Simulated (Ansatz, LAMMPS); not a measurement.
# Charge trapping in glassy 57SiO2-27Al2O3-16BaO (mol %) (149 atoms), part 2 of 4

Aim: add and remove one electron in glassy 57SiO2-27Al2O3-16BaO (mol %) (149 atoms), with atoms held and relaxed, and read trapping energy and localisation.

Ansatz 0.2.0; Kohn-Sham DFT, PBE, PAW (set soft_2), plane waves.

The cell: 25 Si, 24 Al, 7 Ba and 93 O. The quench rate of 25 K/ps is orders of magnitude faster than experiment. The network of bonds at the start is that of the classical potential that made the cell. Sampling is at Γ alone, for a cell whose shortest periodic width is 13 Å. Spin–orbit coupling is left out.

So far. Step 2 (Single point at the start): The r.m.s. force at the start is 1.2 eV/Å. Step 3 (Relaxation): The relaxation converged after 23 steps, 12.1 eV below its start, with a largest force component of 0.021 eV/Å.

### 4. Single point at the relaxed geometry

One more single point at the end of the walk gives the fuller output and checks the residual forces.

input.yaml reads:

```yaml
crystal:
  lattice:
    - [12.7591, 0.0, 0.0]
    - [0.0, 12.7591, 0.0]
    - [0.0, 0.0, 12.7591]
  atoms:
    - { symbol: Si, position: [0.40613, 0.16441, 0.432] }
    - { symbol: Si, position: [0.80737, 0.14046, 0.73467] }
    - { symbol: Si, position: [0.16085, 0.42616, 0.31525] }
    - { symbol: Si, position: [0.27902, 0.10644, 0.00493] }
    - { symbol: Si, position: [0.88052, 0.40552, 0.56904] }
    - { symbol: Si, position: [0.45401, 0.5155, 0.02408] }
    [... 137 atom lines left out ...]
    - { symbol: O, position: [0.96087, 0.66009, 0.69865] }
    - { symbol: O, position: [0.82324, 0.83111, 0.63918] }
    - { symbol: O, position: [0.16616, 0.05004, 0.9969] }
    - { symbol: O, position: [0.0661, 0.51884, 0.30614] }
    - { symbol: O, position: [0.36771, 0.85249, 0.42413] }
    - { symbol: O, position: [0.55519, 0.98861, 0.8995] }
kpoints:
  mp_grid: { grid: [1, 1, 1] }
hamiltonian:
  xc: pbe
scf:
  occupations: { method: fixed }
output:
  forces: true
  stress: true
  populations: true
  dos:
    method: { smearing: { sigma: 0.1 } }
    de: 0.1
    projected: { site_lists: { Al: [Al], Ba: [Ba], O: [O], Si: [Si] } }
  eigenvalues: true
  write_density: true
  write_potential: true
  volumetric_format: npy
  elf: true
```

Launch:

```console
> ansatz run input.yaml --threads 4 --pin off --max-ram 15872MiB --backend cpu --events-out ev --progress --plain --runs-dir out
```

Numbers of over 12 decimals in the logs are rounded to 6 here.

Log:

```text
[...]
Crystal: 149 atoms, lattice volume = 2077.113 Å³
Basis set: ecut = 420 eV, 40651 PW (Γ), exchange–correlation on 180×180×180 points (8 copies of the dense FFT grid, shifted against one another)
Bands: 549, of which v1, the nominal top of the filled ones, is band 400 counted from 1 (399 counted from 0)
Symmetry: 1 space group operations
[...]
k-points: 1
[...]
SCF iter   1: F=—  HF=-123403.606015 eV  |F-HF|=—  |Δ(HF+E_count)|=         —  Δρ=1.85e-3  dr2=1.12e-1  ethr=1.77e-3  ⟨swp⟩=5.0  Hψ=2125  notcnv=0  defer=147
[...]
SCF iter   9: F=-123403.617502 eV  HF=-123403.617502 eV  |F-HF|=2.26e-8  |Δ(HF+E_count)|=   1.83e-8  Δρ=1.58e-6  dr2=5.10e-8  ethr=1.25e-11  ⟨swp⟩=24.0  Hψ=6199  notcnv=0
SCF 1 converged in 9 iterations: F = -123403.617502 eV  dr2 = 5.10e-8
[...]
SCF converged after 9 iterations
Free energy (F): -123403.617502 eV
[...]
Internal energy: -123403.617502 eV  (E = F + TS)
E sigma→0 (E₀):  -123403.617502 eV
Fermi energy:    4.020425 eV
[...]
--- Forces (eV/Å), atoms counted from 1 ---
  atom   1  Si    -0.00017708     0.00180969     0.01090963
  atom   2  Si    -0.00111135    -0.01306038    -0.00036103
  atom   3  Si     0.00432261     0.00420795     0.00346699
  atom   4  Si    -0.01050199    -0.00059257    -0.00116961
  atom   5  Si    -0.00174239    -0.00014965     0.00524877
  atom   6  Si     0.00226562    -0.01766546     0.00863042
  atom   7  Si    -0.01237883     0.00811125     0.01417644
  atom   8  Si    -0.00185020     0.00025508     0.00188757
  atom   9  Si     0.00273803    -0.00592903    -0.00514513
  atom  10  Si    -0.01057722    -0.00034167     0.00401528
  atom  11  Si    -0.00110308    -0.00645430     0.00420343
  atom  12  Si     0.00135153     0.01603522     0.00546175
  atom  13  Si    -0.01010702    -0.01493045    -0.01051089
  atom  14  Si     0.00080052     0.00036648     0.00138158
[...]
atom 148  O      0.00072939     0.00763870    -0.00693308
  atom 149  O     -0.00707401    -0.00337179     0.00487615
  max |Σ_I F_I| component: 6.09e-5 eV/Å
--- Stress (GPa, compression-positive) ---
       -3.013230      -0.163388      -0.467955
       -0.163386       0.293654      -0.576392
       -0.467954      -0.576386      -2.775284
  P = ⅓ Tr σ = -1.8316 GPa (-18.316 kbar)
--- Band table (eV) ---
[...]
--- Löwdin populations: 149 sites ---
  site symbol       q [e]
     0     Si      2.2784
     1     Si      2.2610
     2     Si      2.2892
[...]
148      O      6.8994
  spilling = 0.011699 (of n_electrons = 800.000000)
```

It took 66 s on 4 threads of Arm Neoverse V1, shared host; peak memory 3.2 GiB; 4.3 min of CPU time.

Read from the output:

| Item | Value |
| --- | --- |
| free energy | -123403.6175 eV |
| free energy per atom | -828.2122 eV/atom |
| SCF cycles | 9 |
| pressure | -1.832 GPa |
| r.m.s. force component | 0.00574 eV/Å |
| longest force | 0.02753 eV/Å |
| Fermi energy | 4.02 eV |
| gap (highest filled to lowest empty level) | 3.696 eV |
| spilling of the projection | 0.0117 |

Löwdin charges by element (they lack the spilled electrons, 0.063 e an atom on average):

| element | coordination | atoms | mean charge (e) | spread | least | most |
| --- | --- | --- | --- | --- | --- | --- |
| Al | all | 24 | 1.33 | 0.0394 | 1.24 | 1.39 |
| Ba | all | 7 | 1.91 | 0.0194 | 1.88 | 1.95 |
| O | all | 93 | -0.845 | 0.0548 | -1.04 | -0.749 |
| Si | all | 25 | 1.70 | 0.0352 | 1.61 | 1.76 |

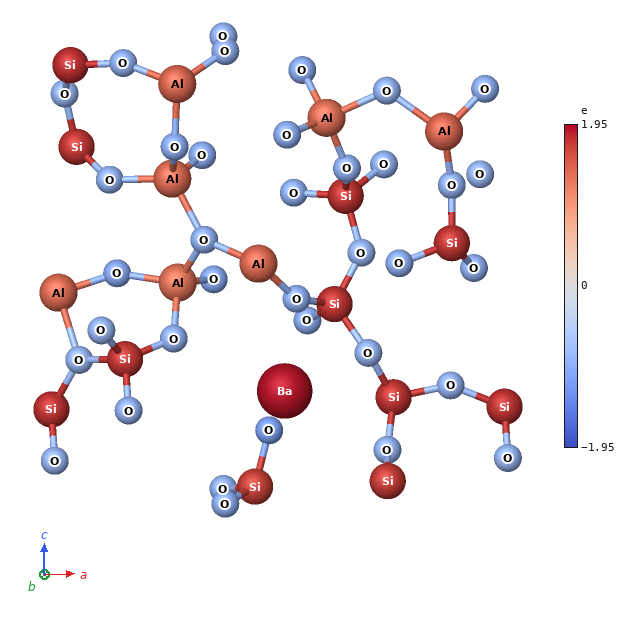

Atoms coloured by Löwdin charge. Drawn is a slice 4 Å thick, seen along the normal of the ac plane. Bonds to atoms that aren't drawn are left out.

States in the cell by windows of 1 eV, zero at the Fermi level; the larger projections on atomic orbitals stand beside the total:

| from (eV) | to (eV) | total | O p | Si p |
| --- | --- | --- | --- | --- |
| -10 | -9 | 2.5 | 1.6 | 0.1 |
| -9 | -8 | 14.3 | 9.5 | 0.7 |
| -8 | -7 | 20.3 | 13.9 | 1.0 |
| -7 | -6 | 33.2 | 24.5 | 3.0 |
| -6 | -5 | 53.8 | 41.3 | 5.6 |
| -5 | -4 | 61.0 | 48.7 | 5.2 |
| -4 | -3 | 87.9 | 74.8 | 3.5 |
| -3 | -2 | 104.5 | 95.2 | 2.1 |
| -2 | -1 | 118.7 | 112.2 | 1.4 |
| -1 | 0 | 60.4 | 57.7 | 0.4 |
| 0 | 1 | 1.4 | 1.4 | 0.0 |
| 1 | 3 | 0.0 | 0.0 | 0.0 |
| 3 | 4 | 2.0 | 0.0 | 0.0 |
| 4 | 5 | 4.4 | 0.4 | 0.3 |

With fixed occupations the program's Fermi level is the highest filled level; weight inside the gap is the broadening of levels at its edges.

Between -26 and -10 eV lie 238 more states.

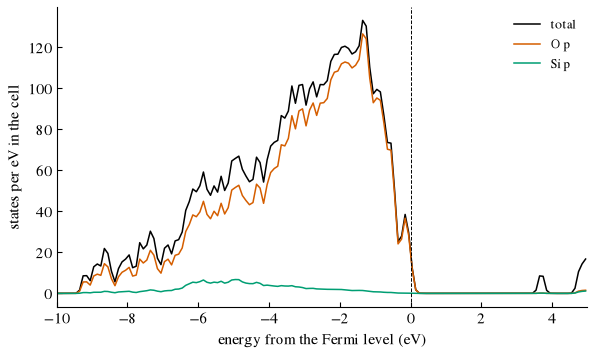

Total and projected density of states, with the broadening of the input.

The levels nearest the highest filled one (over half full), pooled over k-points and spins:

| level less the highest filled one (eV) | occupation |
| --- | --- |
| -0.293 | 2 |
| -0.200 | 2 |
| -0.168 | 2 |
| -0.128 | 2 |
| -0.0768 | 2 |
| 0 | 2 |
| 3.70 | 0 |
| 4.78 | 0 |
| 4.92 | 0 |
| 5.04 | 0 |
| 5.10 | 0 |
| 5.17 | 0 |

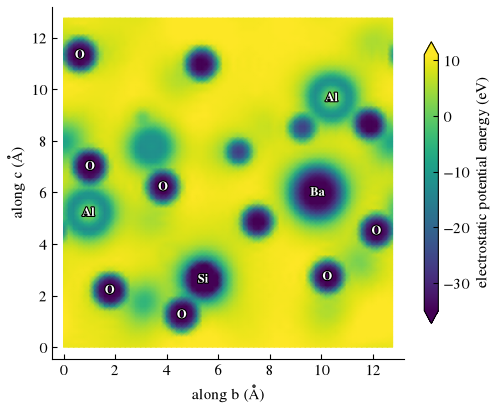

Electrostatic potential energy in the bc plane at fractional x = 0.174, with atoms of Si and Al and Ba and O within 0.2 Å of it. With pseudopotentials it is smooth inside the atoms' cores, unlike the true potential. The map starts off the cell's origin, so that atoms lie inside it.

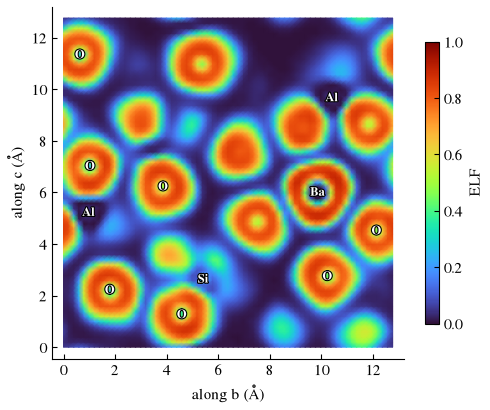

ELF in the bc plane at fractional x = 0.174, with atoms of Si and Al and Ba and O within 0.2 Å of it. It is the smooth field of the valence electrons, not physical close to the nuclei. The map starts off the cell's origin, so that atoms lie inside it.

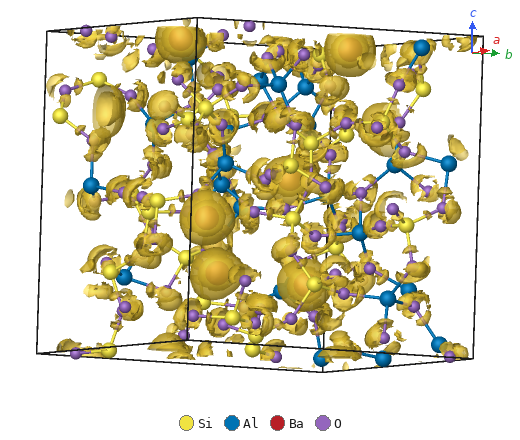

Surface of ELF = 0.83. Bonds to atoms that aren't drawn are left out.

Filled and empty levels are parted by 3.70 eV (at Γ alone); a semilocal functional tends to put such gaps too low. In a disordered cell it changes from sample to sample, and tail or defect levels can set it. Mean Löwdin charges: Al +1.33, Ba +1.91, O -0.84, Si +1.70 e (they miss 1.2 % of the electrons, so they add up to more than the cell's charge).

### 5. An extra electron, atoms held

The electron count changes by one with the atoms held: a vertical process, on a uniform background, with spin and a narrow Fermi–Dirac smearing. Its energy against the neutral cell hangs on the program's zero of potential.

input.yaml reads:

```yaml
crystal:
  lattice:
    - [12.7591, 0.0, 0.0]
    - [0.0, 12.7591, 0.0]
    - [0.0, 0.0, 12.7591]
  atoms:
    [... the 149 atom lines of step 4 ...]
total_charge: -1
kpoints:
  mp_grid: { grid: [1, 1, 1] }
hamiltonian:
  xc: pbe
scf:
  occupations: { method: fermi_dirac, width: 0.01 }
  lower_state_search: "off"
output:
  forces: true
  stress: true
  populations: true
  dos:
    method: { smearing: { sigma: 0.08 } }
    de: 0.1
    projected: { site_lists: { Al: [Al], Ba: [Ba], O: [O], Si: [Si] } }
  eigenvalues: true
  write_density: true
  write_potential: true
  volumetric_format: npy
magnetization:
  spin_polarized: true
  initial_magnetization: 1
```

Log:

```text
[...]
Crystal: 149 atoms, lattice volume = 2077.113 Å³
Basis set: ecut = 420 eV, 40651 PW (Γ), exchange–correlation on 180×180×180 points (8 copies of the dense FFT grid, shifted against one another)
Bands: 550, of which v1, the nominal top of the filled ones, is band 401 counted from 1 (400 counted from 0)
Symmetry: 1 space group operations
[...]
k-points: 1
[...]
Starting moments: Σ|m| = 1 μB on 149 of 149 sites
[...]
SCF iter   1: F=—  HF=-123475.575432 eV  |F-HF|=—  |Δ(HF+E_count)|=         —  Δρ=4.93e-2 (↑4.90e-2 ↓4.93e-2)  dr2=2.61e2  dr2_m=7.33e-2  M=1.000 μB ∫|m|=1.042 μB  β_m=1.00  ethr=3.10e-3  ⟨swp⟩=8.0  Hψ=5814  notcnv=0  defer=240
[...]
spin=Collinear: Resta preconditioning applied to the charge; magnetization (m = ρ↑ − ρ↓) channel mixes plain (no charge-response kernel on spin).
SCF iter   2: F=—  HF=-123421.897652 eV  |F-HF|=—  |Δ(HF+E_count)|=         —  Δρ=2.48e-2 (↑2.48e-2 ↓2.48e-2)  dr2=9.06e1  dr2_m=9.22e-3  M=1.000 μB ∫|m|=1.047 μB  β_m=0.30  ethr=3.10e-3  ⟨swp⟩=3.0  Hψ=2073  notcnv=0  defer=288
[...]
SCF iter   8: F=—  HF=-123395.902634 eV  |F-HF|=—  |Δ(HF+E_count)|=   2.47e-2  Δρ=4.52e-4 (↑4.52e-4 ↓4.41e-4)  dr2=7.14e-3  dr2_m=2.06e-3  M=0.273 μB ∫|m|=0.305 μB  β_m=0.30  ethr=2.73e-6  ⟨swp⟩=6.5  Hψ=1667  notcnv=0  defer=283
[...]
spin-set hold released at iteration 8 (site moments contracting): the magnetisation degrees of freedom join the quasi-Newton model from the next iteration; the mixer history was flushed
SCF iter   9: F=—  HF=-123395.908737 eV  |F-HF|=—  |Δ(HF+E_count)|=   6.10e-3  Δρ=3.36e-4 (↑3.36e-4 ↓3.24e-4)  dr2=4.32e-3  dr2_m=1.11e-3  M=0.250 μB ∫|m|=0.277 μB  β_m=0.65  ethr=8.91e-7  ⟨swp⟩=3.5  Hψ=1637  notcnv=0  defer=283
[...]
SCF iter  18: F=-123395.920306 eV  HF=-123395.920306 eV  |F-HF|=4.63e-9  |Δ(HF+E_count)|=   1.78e-8  Δρ=2.38e-7 (↑2.33e-7 ↓2.38e-7)  dr2=3.64e-9  dr2_m=3.75e-10  M=0.001 μB ∫|m|=0.001 μB  ethr=8.37e-12  ⟨swp⟩=5.5  Hψ=5920  notcnv=0
WARN: the starting moments were not kept: the SCF closed with an absolute magnetisation of 7.7e-4 μB, where they sum to 1 μB in size (149 sites). That is at most 0.1 of that sum. Measured as dr2_m measures the in/out step, that magnetisation stands 1.6e-9 eV from none, [...]
SCF 1 converged in 18 iterations: F = -123395.920306 eV  dr2 = 3.64e-9
[...]
SCF converged after 18 iterations
Magnetization: 0.0007 μB (400.5004 up, 400.4996 down)
Absolute magnetization: 0.0008 μB (∫|ρ↑−ρ↓|, with the PAW one-centre terms)
[...]
Per-site moments (μB) at R_I (Å): [(3.301126819973308e-7, 0.653600), (1.0442546294238832e-6, 0.661396), (1.394257594863674e-6, 0.663137), (3.746223618249618e-7, 0.665381), (5.435811234873478e-7, 0.667502), [...]
Free energy (F): -123395.920306 eV
[...]
Internal energy: -123395.906443 eV  (E = F + TS)
E sigma→0 (E₀):  -123395.913375 eV
Entropy (-TS):   -0.013863 eV (-0.093 meV/atom)
Fermi energy:    7.704410 eV
[...]
--- Forces (eV/Å), atoms counted from 1 ---
  atom   1  Si     0.04898108     0.02021113     0.01024665
  atom   2  Si     0.00890975    -0.03154317    -0.01702359
  atom   3  Si    -0.00137829     0.01315151     0.01163025
  atom   4  Si    -0.02776707     0.00748138    -0.00226865
  atom   5  Si     0.00324629    -0.00434491     0.00247588
  atom   6  Si     0.06258509    -0.03146244     0.02001742
  atom   7  Si     0.01783572     0.03065683     0.01367047
  atom   8  Si     0.00151247    -0.03415141     0.06622755
  atom   9  Si    -0.00683029    -0.02585276    -0.00156769
  atom  10  Si    -0.03024757     0.07302785    -0.07209366
  atom  11  Si    -0.02617142     0.03543536    -0.07618555
  atom  12  Si    -0.01538810     0.03849488     0.02682087
  atom  13  Si     0.03695135    -0.00732382     0.00555377
  atom  14  Si    -0.07345321    -0.00933637     0.02524090
[...]
atom 148  O     -0.02336334     0.02675576    -0.01580061
  atom 149  O     -0.06561963     0.00652865     0.02242918
  max |Σ_I F_I| component: 1.15e-4 eV/Å
--- Stress (GPa, compression-positive) ---
       -2.813067      -0.160509      -0.442990
       -0.160506       0.420518      -0.551884
       -0.442989      -0.551877      -2.576124
  P = ⅓ Tr σ = -1.6562 GPa (-16.562 kbar)
--- Band table (eV) ---
[...]
--- Löwdin populations: 149 sites ---
  site symbol       q [e]    m [muB]
     0     Si      2.2831     0.0000
     1     Si      2.2701     0.0000
     2     Si      2.2998     0.0000
[...]
148      O      6.9019     0.0000
  spilling = 0.011743 (of n_electrons = 801.000000)
```

It took 3.6 min on 4 threads; peak memory 5.5 GiB; 14 min of CPU time.

The program notes that starting moments were not kept.

An extra electron, atoms held: the energy stands 7.70 eV above that of the reference. An odd electron should give 1 μB; this run ended with the carrier shared between both spins.

The levels nearest the highest filled one (over half full), pooled over k-points and spins:

```
level less the highest filled one (eV)  occupation
                                 -3.73           1
                                 -3.73           1
                                     0         0.5
                                     0         0.5
                                  1.11           0
                                  1.11           0
                                  1.24           0
                                  1.24           0
```

### 6. An extra electron, atoms relaxed

The atoms now respond to the charge; the energy gained comes from screening by the atoms, from trapping if the charge localises, and from any strain left in the reference.

input.yaml, the sections that differ from step 5:

```yaml
output:
  forces: true
relax:
  f_tol: 0.05
  max_steps: 90
# crystal, total_charge, kpoints, hamiltonian, scf, magnetization: as in step 5
```

Log:

```text
[...]
Crystal: 149 atoms, lattice volume = 2077.113 Å³
Basis set: ecut = 420 eV, 40651 PW (Γ), exchange–correlation on 180×180×180 points (8 copies of the dense FFT grid, shifted against one another)
Bands: 550, of which v1, the nominal top of the filled ones, is band 401 counted from 1 (400 counted from 0)
Symmetry: 1 space group operations
[...]
k-points: 1
[...]
Starting moments: Σ|m| = 1 μB on 149 of 149 sites
[...]
SCF iter   1: F=—  HF=-123475.575431 eV  |F-HF|=—  |Δ(HF+E_count)|=         —  Δρ=4.93e-2 (↑4.90e-2 ↓4.93e-2)  dr2=2.61e2  dr2_m=7.33e-2  M=1.000 μB ∫|m|=1.042 μB  β_m=1.00  ethr=3.10e-3  ⟨swp⟩=8.0  Hψ=5814  notcnv=0  defer=240
[...]
SCF iter   2: F=—  HF=-123421.897650 eV  |F-HF|=—  |Δ(HF+E_count)|=         —  Δρ=2.48e-2 (↑2.48e-2 ↓2.48e-2)  dr2=9.06e1  dr2_m=9.22e-3  M=1.000 μB ∫|m|=1.047 μB  β_m=0.30  ethr=3.10e-3  ⟨swp⟩=3.0  Hψ=2073  notcnv=0  defer=288
[...]
SCF iter   8: F=—  HF=-123395.903315 eV  |F-HF|=—  |Δ(HF+E_count)|=   2.54e-2  Δρ=4.52e-4 (↑4.52e-4 ↓4.41e-4)  dr2=7.14e-3  dr2_m=2.06e-3  M=0.273 μB ∫|m|=0.305 μB  β_m=0.30  ethr=2.73e-6  ⟨swp⟩=6.0  Hψ=1802  notcnv=0  defer=283
[...]
SCF iter  10: F=—  HF=-123395.919583 eV  |F-HF|=—  |Δ(HF+E_count)|=   1.02e-2  Δρ=5.23e-5 (↑4.89e-5 ↓5.23e-5)  dr2=3.51e-4  dr2_m=1.80e-5  M=0.152 μB ∫|m|=0.164 μB  β_m=0.82  ethr=5.39e-7  ⟨swp⟩=7.0  Hψ=2264  notcnv=0  defer=283
[...]
SCF iter  13: F=-123395.920297 eV  HF=-123395.920293 eV  |F-HF|=3.57e-6  |Δ(HF+E_count)|=   2.40e-5  Δρ=9.25e-6 (↑9.23e-6 ↓9.25e-6)  dr2=1.76e-6  dr2_m=1.20e-6  M=0.047 μB ∫|m|=0.051 μB  β_m=0.93  ethr=1.05e-9  ⟨swp⟩=1.0  Hψ=2727  notcnv=0
SCF iter  14: F=-123395.920302 eV  HF=-123395.920302 eV  |F-HF|=5.93e-8  |Δ(HF+E_count)|=   8.68e-6  Δρ=7.98e-6 (↑7.98e-6 ↓6.94e-6)  dr2=1.91e-6  dr2_m=4.77e-7  M=0.030 μB ∫|m|=0.033 μB  ethr=2.19e-10  ⟨swp⟩=1.0  Hψ=3025  notcnv=0
[...]
SCF 1 converged in 14 iterations: F = -123395.920302 eV  dr2 = 1.91e-6
[...]
relax step   1: F+E_penalty+E_count = -123395.92030160 eV  Δ(F+E_penalty+E_count) = +0.000e0 eV  max|allowed force component| = 1.108e-1 eV/Å  Δτ_max = 0.0000 Å  (14 SCF iters, dr2 threshold 6.25e-5 eV, accepted)
[...]
relax step   2: F+E_penalty+E_count = -123395.91724303 eV  Δ(F+E_penalty+E_count) = +3.059e-3 eV  max|allowed force component| = 1.557e-1 eV/Å  Δτ_max = 0.0507 Å  (15 SCF iters, rejected (line search))
[...]
relax step   3: F+E_penalty+E_count = -123395.92730337 eV  Δ(F+E_penalty+E_count) = -7.002e-3 eV  max|allowed force component| = 5.692e-2 eV/Å  Δτ_max = 0.0202 Å  (15 SCF iters, accepted)
[...]
relax step   4: F+E_penalty+E_count = -123395.88552969 eV  Δ(F+E_penalty+E_count) = +4.177e-2 eV  max|allowed force component| = 2.343e-1 eV/Å  Δτ_max = 0.1000 Å  (18 SCF iters, rejected (line search))
[...]
relax step   5: F+E_penalty+E_count = -123395.93092477 eV  Δ(F+E_penalty+E_count) = -3.621e-3 eV  max|allowed force component| = 1.632e-2 eV/Å  Δτ_max = 0.0161 Å  (17 SCF iters, accepted)
SCF converged after 17 iterations
Magnetization: 0.0000 μB (400.5000 up, 400.5000 down)
Absolute magnetization: 0.0000 μB (∫|ρ↑−ρ↓|, with the PAW one-centre terms)
[...]
Per-site moments (μB) at R_I (Å): [(1.0389706740143897e-9, 0.653520), (3.1608913317564342e-9, 0.661852), (3.706779652460128e-9, 0.663992), (1.2536098750591965e-9, 0.665398), (1.7983190392287675e-9, 0.667486), [...]
Free energy (F): -123395.930925 eV
[...]
Internal energy: -123395.917062 eV  (E = F + TS)
E sigma→0 (E₀):  -123395.923993 eV
Entropy (-TS):   -0.013863 eV (-0.093 meV/atom)
Fermi energy:    7.685018 eV
[...]
Σ components = -123395.930925   (vs F -123395.930925, Δ=0.00e0)
--- Forces (eV/Å), atoms counted from 1 ---
  atom   1  Si     0.00566302     0.00309002    -0.00493623
  atom   2  Si    -0.00216939     0.00396334     0.00075694
  atom   3  Si    -0.00183081     0.00202062     0.01433418
  atom   4  Si    -0.00151927     0.00487035     0.00867777
[...]
atom 149  O      0.00731882     0.00467869    -0.00694459
  max |Σ_I F_I| component: 2.06e-4 eV/Å
--- Relaxed structure (5 steps of the walk, 3 accepted, 0 SCFs on fresh bases) ---
  F+E_penalty+E_count = -123395.93092477 eV   max|allowed force component| = 1.632e-2 eV/Å
  atoms:
    - { symbol: Si, position: [0.405878, 0.164782, 0.432091] }
    - { symbol: Si, position: [0.807253, 0.140253, 0.734677] }
    - { symbol: Si, position: [0.161509, 0.426354, 0.315101] }
    - { symbol: Si, position: [0.279239, 0.106391, 0.00471739] }
[...]
- { symbol: O, position: [0.555302, 0.988144, 0.899990] }
```

It took 8.2 min on 4 threads; peak memory 5.4 GiB.

The relaxation converged after 5 steps, 0.0106 eV below its start, with a largest force component of 0.016 eV/Å.

An extra electron, atoms relaxed: the energy stands 7.69 eV above that of the reference. An odd electron should give 1 μB; this run ended with the carrier shared between both spins.

(Part 2 of 4 ends here.)

[Logs are printed without paths, hosts, clocks, repeated set-up lines and the standing remarks that a program may print on its own settings, such as how far it seeks lower states.]

[Hosts, paths, dates, database ids (printed as entryN), source tags and the programs' standing remarks are cut or masked in the printed files.]
